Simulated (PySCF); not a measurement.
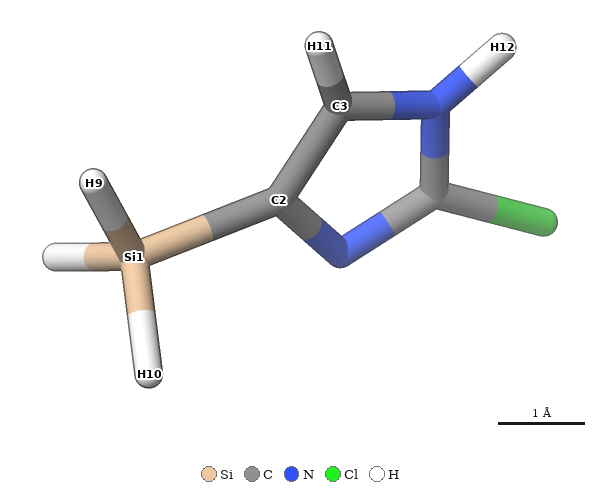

Figure 1. The structure as given in the input (stick view, seen at a tilt; atoms are numbered from 1 in the order of the input). Bond lengths as drawn: C–C 1.37 Å, C–Cl 1.70 Å, C–H 1.07 Å, C–N 1.31 to 1.37 Å, C–Si 1.90 Å, H–N 1.03 Å and H–Si 1.43 to 1.48 Å.

Geometry relaxation, with input and output: C3H5ClN2Si

The run: geometry relaxation of C3H5ClN2Si, SMILES [SiH3]c1c[nH]c(Cl)n1. Method and program: PBE0-D3(BJ)/def2-SVP geometry optimisation, gas phase (PySCF 2.14.0).

**What the program printed**
```
step   0  E = -975.58672975  max force = 0.065891
step   1  E = -975.58947561  max force = 0.030636
step   2  E = -975.58533314  max force = 0.036812
step   3  E = -975.58957013  max force = 0.014000
step   4  E = -975.59057199  max force = 0.010768
step   5  E = -975.59141132  max force = 0.007745
step   6  E = -975.59218127  max force = 0.004507
step   7  E = -975.59250999  max force = 0.003496
step   8  E = -975.59261381  max force = 0.001344
step   9  E = -975.59263070  max force = 0.000495
step  10  E = -975.59263265  max force = 0.000200
optimisation converged
```

**Trajectory as extended XYZ (Å, eV, eV/Å), 11 frames, from step=0 to step=10**
```
12
Properties=species:S:1:pos:R:3:forces:R:3 step=0 energy=-26547.06710
Si    2.1894    0.2887    0.0490   -1.4844   0.8340  -0.1771
C     0.3037    0.0878   -0.0001    1.0787   0.1621   0.0016
C    -0.4752   -1.0443    0.0180    2.2148  -0.7870   0.1800
N    -1.7292   -0.6386   -0.0283   -3.3882  -0.2995  -0.1233
C    -1.7288    0.7106   -0.0884    0.6636   0.8141   0.1099
Cl   -3.1623    1.6287   -0.1560   -0.1109  -0.0738  -0.0151
N    -0.5096    1.1843   -0.0639   -0.7170   0.4174  -0.1257
H     2.6297    0.9981   -1.1772    0.1724   0.0336  -0.1208
H     2.7417   -1.0287    0.1313    0.6532  -1.1582   0.0413
H     2.5461    1.0820    1.2390    0.2050   0.1745   0.2630
H    -0.1860   -2.0769    0.0850    0.0306  -0.5186  -0.0070
H    -2.5797   -1.2199   -0.0173    0.6821   0.4015  -0.0266
12
Properties=species:S:1:pos:R:3:forces:R:3 step=1 energy=-26547.14182
Si    2.1247    0.2857    0.4008    0.1058  -0.2067  -0.1719
C     0.2884    0.1133    0.0785   -0.0179  -0.1425   0.1604
C    -0.4569   -1.0244   -0.1205   -0.3716  -0.3628   0.1101
N    -1.7777   -0.6299   -0.2723    1.5754   0.5085  -0.1986
C    -1.7266    0.7351   -0.2305   -0.3421   0.0572   0.1549
Cl   -3.1705    1.6220   -0.4307   -0.0343   0.1672  -0.0348
N    -0.5463    1.2125    0.0125   -0.3061   0.1463  -0.1167
H     2.7856    0.9780   -0.7472   -0.0155   0.0354   0.0264
H     2.7221   -1.0926    0.5047   -0.1120   0.1426   0.0250
H     2.4220    1.0476    1.6478   -0.0756  -0.0057   0.0263
H    -0.1849   -2.0748   -0.1173    0.0804  -0.0964  -0.0518
H    -2.4906   -1.1673   -0.7303   -0.4866  -0.2431   0.0708
12
Properties=species:S:1:pos:R:3:forces:R:3 step=2 energy=-26547.02910
Si    2.1008    0.2779    0.3899    0.0276   0.1410  -0.0583
C     0.2716    0.1118    0.0586    0.8351   0.4478   0.2191
C    -0.4133   -1.0706   -0.1267   -0.8191   1.8116  -0.0303
N    -1.6958   -0.6055   -0.3124   -1.8930  -1.3902  -0.6014
C    -1.7548    0.7520   -0.2374    0.9623  -0.5745  -0.0657
Cl   -3.1743    1.6933   -0.3870    0.0584  -0.4249  -0.0830
N    -0.5701    1.2205   -0.0252    1.0054  -0.0689   0.3791
H     2.7792    0.9755   -0.7438    0.0302   0.0127   0.0183
H     2.6794   -1.0971    0.5143   -0.0310   0.0016   0.0089
H     2.3595    1.0399    1.6456    0.0244  -0.0027   0.0267
H    -0.1381   -2.1232   -0.1008   -0.0668   0.0952  -0.0997
H    -2.4548   -1.1690   -0.6797   -0.1335  -0.0486   0.2863
12
Properties=species:S:1:pos:R:3:forces:R:3 step=3 energy=-26547.14439
Si    2.1118    0.2818    0.3945    0.0703  -0.0297  -0.1202
C     0.2784    0.1121    0.0735    0.3754   0.1597   0.2113
C    -0.4365   -1.0480   -0.1189   -0.5475   0.7199   0.1109
N    -1.7404   -0.6212   -0.2716   -0.2532  -0.4089  -0.6548
C    -1.7415    0.7429   -0.2318    0.2636  -0.2767   0.1788
Cl   -3.1697    1.6618   -0.4198    0.0283  -0.1758  -0.0429
N    -0.5619    1.2159    0.0044    0.4167   0.0051   0.0390
H     2.7772    0.9749   -0.7500    0.0069   0.0290   0.0230
H     2.7004   -1.0945    0.5049   -0.0687   0.0650   0.0223
H     2.3950    1.0448    1.6443   -0.0269  -0.0067   0.0252
H    -0.1603   -2.0996   -0.1112   -0.0012   0.0234  -0.0628
H    -2.4632   -1.1656   -0.7231   -0.2638  -0.1045   0.2701
12
Properties=species:S:1:pos:R:3:forces:R:3 step=4 energy=-26547.17165
Si    2.1193    0.2838    0.3939    0.0581  -0.0474  -0.0984
C     0.2872    0.1111    0.0734    0.0777   0.0271   0.1305
C    -0.4464   -1.0380   -0.1215   -0.2414   0.1585   0.1216
N    -1.7519   -0.6252   -0.2758    0.1605  -0.0947  -0.5537
C    -1.7315    0.7383   -0.2309    0.0441  -0.0428   0.1451
Cl   -3.1672    1.6442   -0.4192    0.0064  -0.0395  -0.0412
N    -0.5501    1.2143    0.0041    0.0647  -0.0025  -0.0115
H     2.7869    0.9797   -0.7475   -0.0026   0.0258   0.0204
H     2.7053   -1.0908    0.5070   -0.0387   0.0357   0.0218
H     2.3942    1.0466    1.6459   -0.0254  -0.0066   0.0181
H    -0.1725   -2.0903   -0.1146    0.0239   0.0098  -0.0609
H    -2.4840   -1.1683   -0.7195   -0.1272  -0.0233   0.3083
12
Properties=species:S:1:pos:R:3:forces:R:3 step=5 energy=-26547.19449
Si    2.1240    0.2836    0.3918    0.0140  -0.0131  -0.0459
C     0.2935    0.1113    0.0668   -0.0566   0.0263   0.0143
C    -0.4475   -1.0337   -0.1317   -0.0562  -0.0466   0.1435
N    -1.7489   -0.6237   -0.2917    0.2157   0.0376  -0.3983
C    -1.7248    0.7381   -0.2365   -0.0399   0.0238   0.0755
Cl   -3.1673    1.6332   -0.4204   -0.0043   0.0293  -0.0383
N    -0.5419    1.2159   -0.0081   -0.0111  -0.0459   0.0317
H     2.8001    0.9908   -0.7371   -0.0027   0.0126   0.0123
H     2.7043   -1.0901    0.5096   -0.0045   0.0003   0.0089
H     2.3796    1.0396    1.6525   -0.0062  -0.0049   0.0093
H    -0.1733   -2.0861   -0.1250    0.0226   0.0027  -0.0559
H    -2.5085   -1.1733   -0.6750   -0.0707  -0.0222   0.2427
12
Properties=species:S:1:pos:R:3:forces:R:3 step=6 energy=-26547.21544
Si    2.1271    0.2843    0.3883   -0.0261   0.0060   0.0313
C     0.2972    0.1109    0.0635   -0.1334   0.0103   0.0094
C    -0.4485   -1.0314   -0.1373    0.1126  -0.2318   0.0981
N    -1.7438   -0.6237   -0.3153    0.1842   0.1918  -0.2092
C    -1.7200    0.7369   -0.2468   -0.0982   0.0719   0.0739
Cl   -3.1604    1.6332   -0.4451   -0.0055   0.0304  -0.0136
N    -0.5381    1.2141   -0.0080   -0.0506  -0.0184  -0.0604
H     2.8074    1.0140   -0.7228   -0.0044  -0.0017  -0.0026
H     2.7061   -1.0891    0.4982    0.0203  -0.0181  -0.0088
H     2.3672    1.0225    1.6633    0.0119  -0.0025  -0.0022
H    -0.1707   -2.0827   -0.1348    0.0101  -0.0067  -0.0457
H    -2.5342   -1.1836   -0.6077   -0.0209  -0.0311   0.1296
12
Properties=species:S:1:pos:R:3:forces:R:3 step=7 energy=-26547.22439
Si    2.1255    0.2840    0.3924   -0.0231   0.0104   0.0314
C     0.2971    0.1151    0.0566   -0.0191  -0.0408  -0.1196
C    -0.4450   -1.0298   -0.1483    0.1103  -0.1798   0.1186
N    -1.7373   -0.6209   -0.3377    0.1551   0.1793  -0.0318
C    -1.7172    0.7388   -0.2569   -0.1351   0.0410  -0.0669
Cl   -3.1630    1.6264   -0.4554   -0.0003   0.0566  -0.0030
N    -0.5336    1.2183   -0.0318   -0.1049  -0.0161   0.0842
H     2.8130    1.0248   -0.7064    0.0034  -0.0043  -0.0076
H     2.7029   -1.0912    0.4963    0.0150  -0.0095  -0.0139
H     2.3593    1.0099    1.6761    0.0076  -0.0033  -0.0059
H    -0.1629   -2.0800   -0.1552   -0.0020  -0.0067  -0.0079
H    -2.5496   -1.1900   -0.5343   -0.0069  -0.0268   0.0224
12
Properties=species:S:1:pos:R:3:forces:R:3 step=8 energy=-26547.22721
Si    2.1250    0.2853    0.3921   -0.0176   0.0054   0.0337
C     0.2954    0.1130    0.0634   -0.0618  -0.0093   0.0147
C    -0.4455   -1.0335   -0.1369    0.0609  -0.0691  -0.0036
N    -1.7344   -0.6202   -0.3454    0.0234   0.0628   0.0002
C    -1.7201    0.7390   -0.2634   -0.0154   0.0065   0.0248
Cl   -3.1584    1.6354   -0.4771    0.0064   0.0061   0.0073
N    -0.5390    1.2148   -0.0178   -0.0126   0.0264  -0.0567
H     2.8045    1.0361   -0.7052   -0.0039  -0.0050  -0.0047
H     2.7082   -1.0889    0.4798    0.0089  -0.0055  -0.0108
H     2.3664    1.0011    1.6800    0.0061  -0.0006  -0.0029
H    -0.1641   -2.0838   -0.1479   -0.0063  -0.0049  -0.0029
H    -2.5486   -1.1928   -0.5263    0.0118  -0.0129   0.0012
12
Properties=species:S:1:pos:R:3:forces:R:3 step=9 energy=-26547.22767
Si    2.1229    0.2856    0.3947   -0.0034   0.0042   0.0074
C     0.2940    0.1142    0.0628    0.0010   0.0053  -0.0045
C    -0.4435   -1.0345   -0.1367    0.0009   0.0146   0.0069
N    -1.7326   -0.6198   -0.3448   -0.0254   0.0032  -0.0123
C    -1.7210    0.7395   -0.2653    0.0056  -0.0131   0.0032
Cl   -3.1590    1.6366   -0.4751    0.0009  -0.0062  -0.0010
N    -0.5395    1.2165   -0.0247    0.0155  -0.0038  -0.0007
H     2.8019    1.0349   -0.7041    0.0002   0.0001  -0.0009
H     2.7069   -1.0890    0.4793    0.0020  -0.0010  -0.0040
H     2.3674    1.0012    1.6819    0.0013  -0.0014   0.0003
H    -0.1628   -2.0849   -0.1473   -0.0036  -0.0001   0.0028
H    -2.5454   -1.1947   -0.5254    0.0051  -0.0019   0.0028
12
Properties=species:S:1:pos:R:3:forces:R:3 step=10 energy=-26547.22773
Si    2.1228    0.2861    0.3954    0.0005   0.0002   0.0013
C     0.2939    0.1145    0.0629    0.0050  -0.0005   0.0025
C    -0.4438   -1.0342   -0.1353    0.0002   0.0050  -0.0043
N    -1.7325   -0.6198   -0.3466   -0.0014   0.0018   0.0103
C    -1.7207    0.7393   -0.2667   -0.0014  -0.0036  -0.0085
Cl   -3.1593    1.6352   -0.4774   -0.0004   0.0010  -0.0018
N    -0.5393    1.2167   -0.0263    0.0020  -0.0017   0.0000
H     2.8011    1.0370   -0.7027   -0.0004   0.0011   0.0005
H     2.7076   -1.0885    0.4767   -0.0004   0.0013  -0.0017
H     2.3681    0.9995    1.6836   -0.0002  -0.0013   0.0009
H    -0.1636   -2.0848   -0.1438   -0.0006  -0.0006   0.0012
H    -2.5452   -1.1955   -0.5244   -0.0028  -0.0027  -0.0004
```

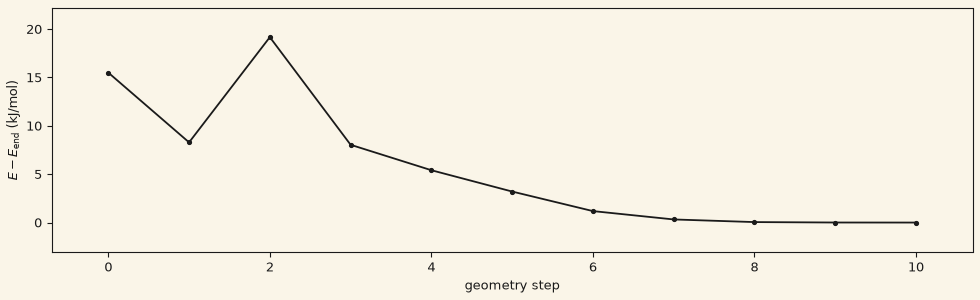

Figure 2. Progress of the relaxation, step by step (steps are counted from 0).

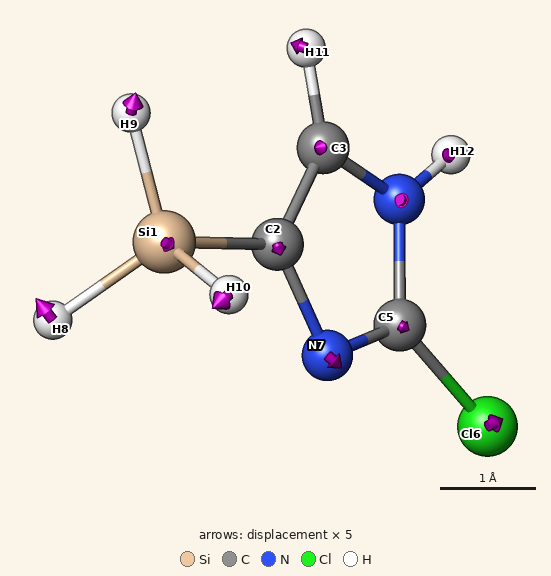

Figure 3. The starting structure with the displacements as pink arrows, magnified 5 times (ball-and-stick view, seen at a tilt). The two geometries are laid on each other by the best rigid fit. H8 moves most after the best rigid fit: 0.061 Å. Largest moves by element: H 0.061 Å, Cl 0.044 Å, N 0.043 Å, Si 0.031 Å, C 0.028 Å. Among the contacts that change: Si1–H9 1.431 → 1.496 Å, C3–N4 1.319 → 1.370 Å, Si1–C2 1.897 → 1.867 Å, Si1–H10 1.474 → 1.493 Å. Among the angles that change: H8–Si1–H9 111.9° → 108.9°, C2–Si1–H8 108.9° → 111.1°, C2–C3–H11 129.8° → 131.9°. After 10 geometry steps the energy has fallen by 15.5 kJ/mol. Largest force component: 3.4 eV/Å at the start, 0.01 eV/Å at the end. (Atoms are counted from 1 in the order of the input.)

This output came from the following input.

**Input**
```
{"job": {"xc": "PBE0", "basis": "def2-SVP", "d3": "d3bj", "grid": 1, "shake": 0.01, "kind": "geom"}, "charge": 0, "multiplicity": 1}
Si     2.189370     0.288730     0.048950
C      0.303710     0.087810    -0.000140
C     -0.475150    -1.044330     0.018000
N     -1.729230    -0.638560    -0.028290
C     -1.728820     0.710640    -0.088400
Cl    -3.162290     1.628680    -0.156000
N     -0.509630     1.184260    -0.063900
H      2.629690     0.998120    -1.177210
H      2.741710    -1.028740     0.131270
H      2.546070     1.082000     1.239000
H     -0.186010    -2.076940     0.085020
H     -2.579740    -1.219930    -0.017320
```

The first line tells a small driver script what to run in PySCF; the rest is the geometry in Å.

Run as:
```bash
OMP_NUM_THREADS=1 python <driver script> task.json out
```

**Summary**

```tsv
quantity	value
outcome	converged
total energy	−975.592633 hartree
dipole moment	4.05 D
point group	C1
hardware	1 CPU thread, shared host
wall time	2 min
peak memory	0.55 GiB
```
